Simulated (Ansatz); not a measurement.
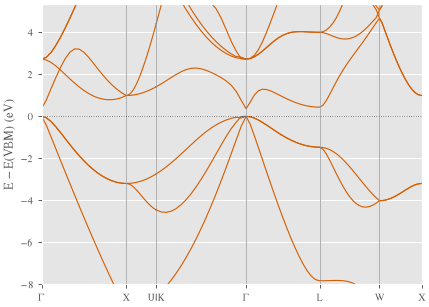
Fig. 1. Band structure from the program Ansatz at the r²SCAN level (PAW)

Question: Read off the gap and where the band edges lie.

Answer: About 0.4 eV (0.36 eV by a search for the band edges); maximum at Γ, minimum at Γ.

Question: Which compound is it?
A) Ge, diamond
B) TePb, rock salt
C) TbO2, fluorite

Answer: A, Ge, diamond

Space group Fd-3m (diamond). The r²SCAN relaxation kept the symmetry of its start. Scalar-relativistic: spin–orbit coupling is off unless named, which matters more the heavier the elements.

Potentials: the later of the program's two PAW sets.
